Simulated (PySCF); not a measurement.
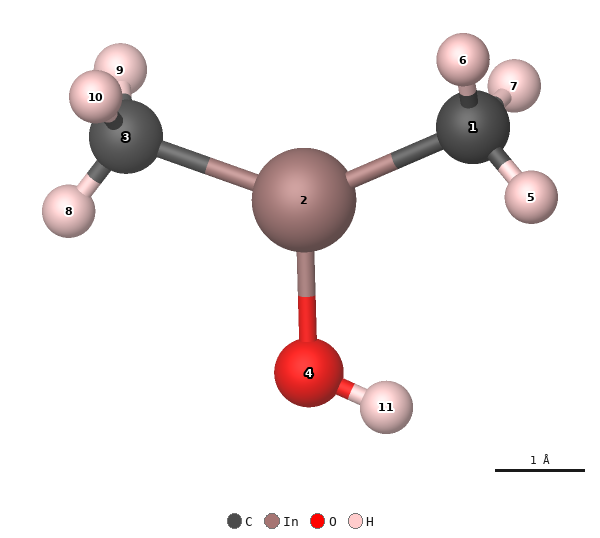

The structure as given in the input (ball-and-stick view, seen at a tilt; atoms are numbered from 1 in the order of the input). Sticks mark near contacts. Bond lengths as drawn: C–H 1.09 Å, C–In 2.14 to 2.15 Å, H–O 0.96 Å and In–O 2.01 Å.

# C₂H₇InO: single-point calculation

- system: C₂H₇InO
- method: BLYP/ANO-RCC-VDZ, RKS, sfX2C (PySCF 2.14.0)

The geometry comes from this level: PBE0-D4/def2-TZVP.

## The program's output
```
PySCF version 2.14.0

[INPUT] num. atoms = 11
[INPUT] num. electrons = 76
[INPUT] charge = 0
[INPUT] spin (= nelec alpha-beta = 2S) = 0
[INPUT] symmetry False subgroup None
[INPUT] Mole.unit = angstrom
[INPUT] Symbol           X                Y                Z      unit          X                Y                Z       unit  Magmom
[INPUT]  1 C     -1.237900000000   1.174600000000  -1.040300000000 AA   -2.339291969599   2.219672305914  -1.965882087385 Bohr   0.0
[INPUT]  2 In     0.014400000000  -0.256200000000  -0.041000000000 AA    0.027212056194  -0.484147833114  -0.077478771107 Bohr   0.0
[INPUT]  3 C      1.531800000000  -0.211200000000   1.463900000000 AA    2.894682477609  -0.399110157508   2.766370073751 Bohr   0.0
[INPUT]  4 O     -0.279600000000  -2.154900000000  -0.620200000000 AA   -0.528367424428  -4.072170825825  -1.172008142455 Bohr   0.0
[INPUT]  5 H     -1.551200000000   0.785300000000  -2.009500000000 AA   -2.931343164425   1.484001925621  -3.797404647313 Bohr   0.0
[INPUT]  6 H     -0.715300000000   2.120700000000  -1.184200000000 AA   -1.351721096901   4.007542192365  -2.237813676710 Bohr   0.0
[INPUT]  7 H     -2.128400000000   1.363200000000  -0.437100000000 AA   -4.022093083524   2.576074653007  -0.825999289047 Bohr   0.0
[INPUT]  8 H      1.929400000000  -1.218000000000   1.588800000000 AA    3.646037584736  -2.301686419720   3.002396866709 Bohr   0.0
[INPUT]  9 H      1.117400000000   0.131700000000   2.413400000000 AA    2.111579971589   0.248876930605   4.560665029025 Bohr   0.0
[INPUT] 10 H      2.339100000000   0.465700000000   1.180700000000 AA    4.420258377970   0.880045456210   2.231199635274 Bohr   0.0
[INPUT] 11 H     -0.954500000000  -2.257800000000  -1.293900000000 AA   -1.803743585897  -4.266623644043  -2.445116632575 Bohr   0.0

nuclear repulsion = 373.563922145713
number of shells = 16
number of NR pGTOs = 323
number of NR cGTOs = 72
basis = ano-rcc-vdz
ecp = {}

******** <class 'pyscf.x2c.sfx2c1e.sfX2C1eRKS'> ********
method = sfX2C1eRKS
initial guess = minao
damping factor = 0
level_shift factor = 0
DIIS = <class 'pyscf.scf.diis.CDIIS'>
diis_start_cycle = 1
diis_space = 8
diis_damp = 0
SCF conv_tol = 1e-10
SCF conv_tol_grad = None
SCF max_cycles = 50
direct_scf = True
direct_scf_tol = 1e-13
XC library pyscf.dft.libxc version 7.0.0
    S. Lehtola, C. Steigemann, M. J.T. Oliveira, and M. A.L. Marques.,  SoftwareX 7, 1–5 (2018)
XC functionals = blyp
    A. D. Becke.,  Phys. Rev. A 38, 3098 (1988)
    C. Lee, W. Yang, and R. G. Parr.,  Phys. Rev. B 37, 785 (1988)
    B. Miehlich, A. Savin, H. Stoll, and H. Preuss.,  Chem. Phys. Lett. 157, 200 (1989)
radial grids:
    Treutler-Ahlrichs [JCP 102, 346 (1995); DOI:10.1063/1.469408] (M4) radial grids

becke partition: Becke, JCP 88, 2547 (1988); DOI:10.1063/1.454033
pruning grids: <function nwchem_prune>
grids dens level: 4
symmetrized grids: False
atomic radii adjust function: <function treutler_atomic_radii_adjust>
small_rho_cutoff = 0

******** <class 'pyscf.x2c.sfx2c1e.SpinFreeX2CHelper'> ********
approx = 1e
xuncontract = 1
Set gradient conv threshold to 1e-05
Initial guess from minao.
tot grids = 227560
init E= -6036.7695973039
  HOMO = -0.307159421011481  LUMO = -0.0854271958517734  gap/eV = 6.03364
cycle= 1 E= -6036.4724179537  delta_E= 0.297  |g|= 1.12  |ddm|= 4.12
  HOMO = -0.0211481626797245  LUMO = 0.00219455184180894  gap/eV = 0.63519
cycle= 2 E= -6032.44710718041  delta_E= 4.03  |g|=  3.4  |ddm|= 6.65
  HOMO = -0.170202041493664  LUMO = -0.0604935917181635  gap/eV = 2.98532
cycle= 3 E= -6036.59501373756  delta_E= -4.15  |g|= 0.771  |ddm|= 6.45
  HOMO = -0.239435995978108  LUMO = -0.0522701209273078  gap/eV = 5.09304
cycle= 4 E= -6036.76341182746  delta_E= -0.168  |g|= 0.255  |ddm|= 1.49
  HOMO = -0.209866551570576  LUMO = -0.0516044663350648  gap/eV = 4.30653
cycle= 5 E= -6036.77718426571  delta_E= -0.0138  |g|= 0.0874  |ddm|= 0.396
  HOMO = -0.218382933831456  LUMO = -0.0496133194736108  gap/eV = 4.59246
cycle= 6 E= -6036.7791189608  delta_E= -0.00193  |g|= 0.045  |ddm|= 0.166
  HOMO = -0.218440159898182  LUMO = -0.0496765526607632  gap/eV = 4.59229
cycle= 7 E= -6036.77966935852  delta_E= -0.00055  |g|= 0.0148  |ddm|= 0.0762
  HOMO = -0.219663212810208  LUMO = -0.0504014594867586  gap/eV = 4.60585
cycle= 8 E= -6036.77971806815  delta_E= -4.87e-05  |g|= 0.00295  |ddm|= 0.0183
  HOMO = -0.219600724427001  LUMO = -0.0501465048134859  gap/eV = 4.61108
cycle= 9 E= -6036.77972048132  delta_E= -2.41e-06  |g|= 0.000564  |ddm|= 0.00481
  HOMO = -0.219657486870194  LUMO = -0.0501827897484639  gap/eV = 4.61164
cycle= 10 E= -6036.77972056572  delta_E= -8.44e-08  |g|= 8.42e-05  |ddm|= 0.00105
  HOMO = -0.219648173708757  LUMO = -0.0501753558984839  gap/eV = 4.61159
cycle= 11 E= -6036.77972056823  delta_E= -2.52e-09  |g|= 9.21e-06  |ddm|= 0.000227
  HOMO = -0.219648637565988  LUMO = -0.0501759525297898  gap/eV = 4.61159
cycle= 12 E= -6036.77972056827  delta_E= -3.73e-11  |g|= 6.02e-07  |ddm|= 2.71e-05
  HOMO = -0.219648701931723  LUMO = -0.0501760098738848  gap/eV = 4.61159
```

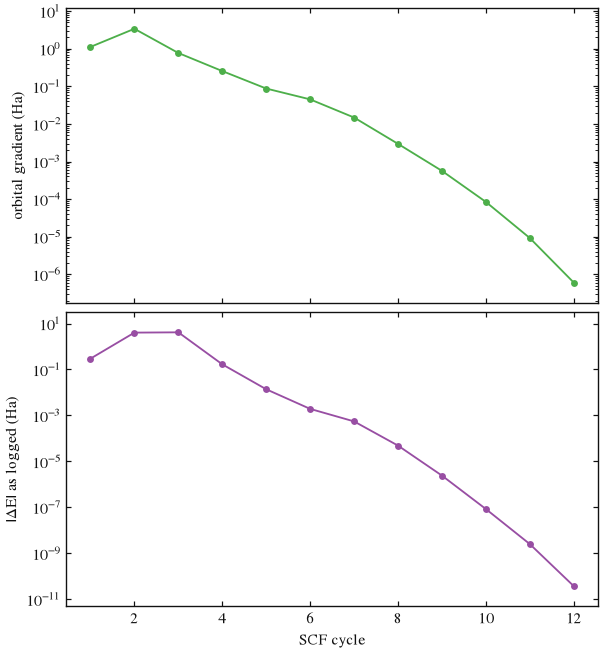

Convergence of the self-consistent field: orbital gradient and size of the energy change against the SCF cycle. The residual comes down, with one marked jump up, by a factor of about 3, at step 2.

```
Extra cycle  E= -6036.77972056826  delta_E= 7.28e-12  |g|= 1.03e-06  |ddm|= 2.6e-06
converged SCF energy = -6036.77972056826
total energy: -6036.77972057 hartree
```

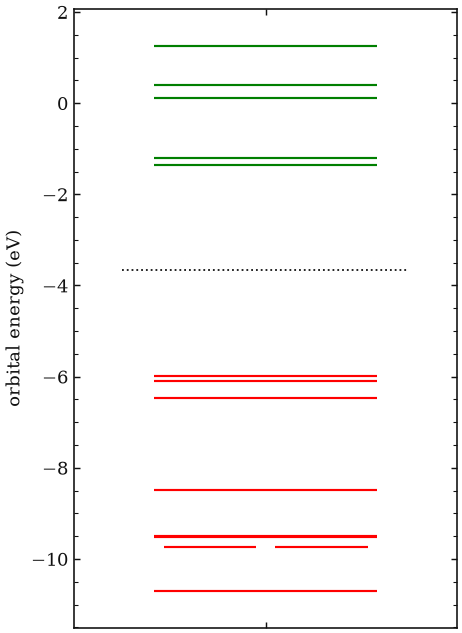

Orbital energies near the frontier; the dotted line parts filled from empty levels, and levels within 0.02 eV of each other stand side by side. Highest filled −5.98 eV, lowest empty −1.37 eV, 4.61 eV apart.

The run was set up as follows.

## Input (run.py)
```python
from pyscf import gto, dft

mol = gto.M(
    atom='''
C   -1.237900   1.174600  -1.040300
In   0.014400  -0.256200  -0.041000
C    1.531800  -0.211200   1.463900
O   -0.279600  -2.154900  -0.620200
H   -1.551200   0.785300  -2.009500
H   -0.715300   2.120700  -1.184200
H   -2.128400   1.363200  -0.437100
H    1.929400  -1.218000   1.588800
H    1.117400   0.131700   2.413400
H    2.339100   0.465700   1.180700
H   -0.954500  -2.257800  -1.293900
''',
    charge=0,
    spin=0,
    verbose=4,
    max_memory=1860,
    basis='ano-rcc-vdz',
)

mf = dft.RKS(mol, xc='blyp')
mf = mf.x2c()
mf.conv_tol = 1e-10
mf.grids.level = 4
mf.kernel()
if not mf.converged:
    mf = mf.newton().run(mf.mo_coeff, mf.mo_occ)

etot = mf.e_tot
print(f'total energy: {etot:.8f} hartree')
```

Run as:
```bash
OMP_NUM_THREADS=1 python run.py
```

## Key numbers

```csv
quantity,value
outcome,converged
total energy,−6036.779721 hartree
basis functions,72
HOMO,−5.98 eV
LUMO,−1.37 eV
dipole moment,2.80 D
hardware,"1 thread of Arm Neoverse V1, 24 GiB of memory available, shared host"
wall time,34 s
peak memory,0.4 GiB
```
